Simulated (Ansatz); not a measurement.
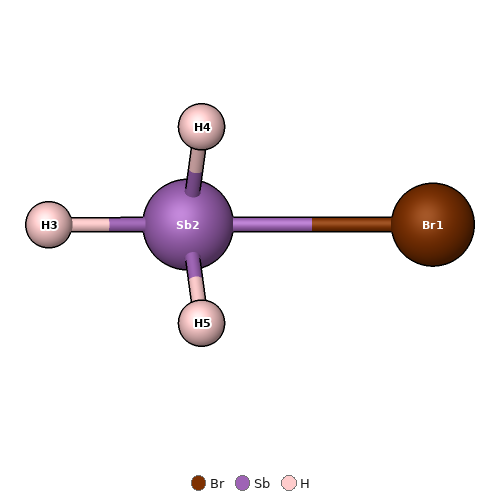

The system is BrH3Sb, charge −1; the picture shows the reference structure. The turn is about an axis along (−0.57, −0.82, −0.07) in the frame of the relaxed pair, normal to the line between the partners. Coordinates scanned: (1) distance Sb2···Br1; (2) turn of Br1 about Sb2. Grid: 15 × 15 points; 120 points were computed and 105 follow by symmetry. Energies are in kcal/mol, from the ion and the molecule far apart, frozen as in the relaxed pair, each in its own basis (no counterpoise correction). Method: RKS SPW92 (LDA)/def2-TZVPD in Ansatz 0.2.0.

Its coordinates:

```yaml
atoms:
  - { symbol: Br, position_ang: [1.8139, -0.4019, -2.0818] }
  - { symbol: Sb, position_ang: [0.1272, 0.5715, 0.3199] }
  - { symbol: H, position_ang: [-1.0987, 0.7245, 1.6348] }
  - { symbol: H, position_ang: [0.3350, -1.0494, 0.8387] }
  - { symbol: H, position_ang: [-1.1775, 0.1552, -0.7116] }
```

Range: distance Sb2···Br1 from 2.597 to 3.997 Å; turn of Br1 about Sb2 from −90.0 to 90.0°.

Predict the map.

Answer. The lowest grid point is at distance Sb2···Br1 = 3.128 Å, turn of Br1 about Sb2 = 0.0°, −16.4 kcal/mol from the ion and the molecule far apart, frozen as in the relaxed pair, each in its own basis (no counterpoise correction). The energy also falls towards the edge at distance Sb2···Br1 = 3.596 Å, turn of Br1 about Sb2 = −90.0° (6.8 kcal/mol above the lowest) and distance Sb2···Br1 = 3.596 Å, turn of Br1 about Sb2 = 90.0° (6.8 kcal/mol above the lowest), where a further well may lie outside the range. No other kind of well shows on this grid. The highest grid point, distance Sb2···Br1 = 2.597 Å, turn of Br1 about Sb2 = −77.1°, lies 50.6 kcal/mol above the lowest. Round the minimum the two coordinates are nearly uncoupled.

| turn of Br1 about Sb2 ↓, distance Sb2···Br1 → | 2.597 | 2.632 | 2.689 | 2.759 | 2.840 | 2.929 | 3.025 | 3.128 | 3.237 | 3.352 | 3.471 | 3.596 | 3.726 | 3.859 | 3.997 |
| --- | --- | --- | --- | --- | --- | --- | --- | --- | --- | --- | --- | --- | --- | --- | --- |
| 90.0 | 29.8 | 25.4 | 19.2 | 12.8 | 6.8 | 1.8 | −2.3 | −5.3 | −7.5 | −8.8 | −9.4 | −9.6 | −9.3 | −8.8 | −8.2 |
| 77.1 | 34.2 | 29.6 | 22.9 | 16.0 | 9.5 | 4.0 | −0.5 | −3.9 | −6.4 | −8.0 | −8.8 | −9.2 | −9.1 | −8.7 | −8.1 |
| 64.3 | 32.1 | 27.7 | 21.3 | 14.7 | 8.6 | 3.3 | −0.9 | −4.1 | −6.4 | −7.9 | −8.7 | −9.0 | −8.9 | −8.5 | −7.9 |
| 51.4 | 23.5 | 19.8 | 14.4 | 8.9 | 3.8 | −0.5 | −3.8 | −6.3 | −8.0 | −9.0 | −9.5 | −9.5 | −9.2 | −8.7 | −8.0 |
| 38.6 | 12.4 | 9.4 | 5.2 | 0.9 | −2.9 | −5.9 | −8.2 | −9.8 | −10.7 | −11.0 | −11.0 | −10.6 | −10.0 | −9.3 | −8.5 |
| 25.7 | 2.6 | 0.2 | −3.1 | −6.3 | −9.0 | −11.1 | −12.4 | −13.2 | −13.4 | −13.2 | −12.6 | −11.9 | −11.0 | −10.0 | −9.0 |
| 12.9 | −3.6 | −5.7 | −8.4 | −10.9 | −13.0 | −14.5 | −15.3 | −15.5 | −15.3 | −14.7 | −13.9 | −12.9 | −11.8 | −10.6 | −9.5 |
| 0.0 | −5.7 | −7.6 | −10.2 | −12.5 | −14.4 | −15.7 | −16.3 | −16.4 | −16.0 | −15.3 | −14.3 | −13.2 | −12.1 | −10.9 | −9.7 |
| −12.9 | −3.6 | −5.7 | −8.4 | −10.9 | −13.0 | −14.5 | −15.3 | −15.5 | −15.3 | −14.7 | −13.9 | −12.9 | −11.8 | −10.6 | −9.5 |
| −25.7 | 2.6 | 0.2 | −3.1 | −6.3 | −9.0 | −11.1 | −12.4 | −13.2 | −13.4 | −13.2 | −12.6 | −11.9 | −11.0 | −10.0 | −9.0 |
| −38.6 | 12.4 | 9.4 | 5.2 | 0.9 | −2.9 | −5.9 | −8.2 | −9.8 | −10.7 | −11.0 | −11.0 | −10.6 | −10.0 | −9.3 | −8.5 |
| −51.4 | 23.5 | 19.8 | 14.4 | 8.9 | 3.8 | −0.5 | −3.8 | −6.3 | −8.0 | −9.0 | −9.5 | −9.5 | −9.2 | −8.7 | −8.0 |
| −64.3 | 32.1 | 27.7 | 21.3 | 14.7 | 8.6 | 3.3 | −0.9 | −4.1 | −6.4 | −7.9 | −8.7 | −9.0 | −8.9 | −8.5 | −7.9 |
| −77.1 | 34.2 | 29.6 | 22.9 | 16.0 | 9.5 | 4.0 | −0.5 | −3.9 | −6.4 | −8.0 | −8.8 | −9.2 | −9.1 | −8.7 | −8.1 |
| −90.0 | 29.8 | 25.4 | 19.2 | 12.8 | 6.8 | 1.8 | −2.3 | −5.3 | −7.5 | −8.8 | −9.4 | −9.6 | −9.3 | −8.8 | −8.2 |

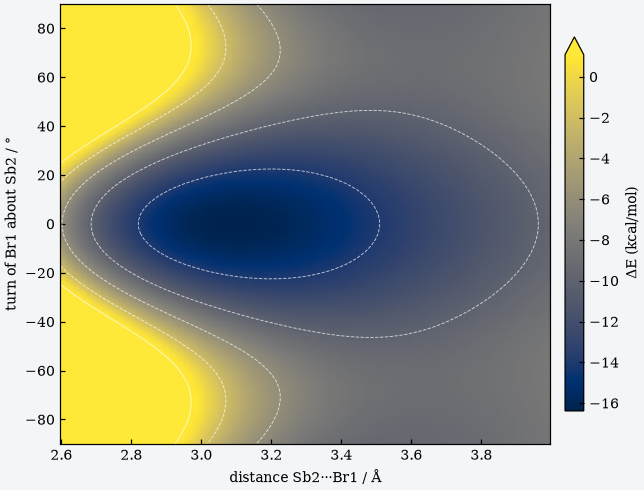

The picture shows a smooth colour map with a few white contour lines, one colour for all values above the top of the scale. Between grid points the surface is interpolated.

Each point was launched as `ansatz run input.yaml --threads 1 --pin off --max-ram 2560MiB --backend cpu --events-out ev --progress --plain --runs-dir out`. The whole map (120 points run) took 5.8 min on 1 thread of Arm Neoverse V2, on a shared host.
